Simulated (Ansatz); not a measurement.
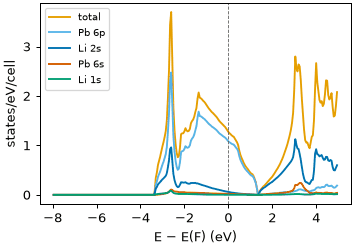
Total and projected density of states of Li₃Pb in space group Fm-3m (No. 225; Pb on 4a, Li on 4b, Li on 8c), r²SCAN (plane waves, PAW; program Ansatz)

Q: Which orbitals carry the states next to the Fermi level?

A: Within 0.5 eV of the Fermi level: Pb 6p 85 %, outside the projected shells 8 %. Projections are on Löwdin-orthogonalised atomic valence shells; empty p or d shells of many metals are not among them.

Q: Where is the tallest occupied peak in this window, and what makes it?

A: Near -2.6 eV, about 3.7 states/eV per cell; the largest projected share is Pb 6p.

The workflow started from an entry of the Crystallography Open Database (COD). Whether it is the stable phase at ambient conditions was not checked. Symmetry was held in the r²SCAN relaxation; whether a distortion lowers the energy is not shown. Scalar-relativistic: spin–orbit coupling is off unless named, which matters more the heavier the elements.

Potentials: the later of the program's two PAW sets.
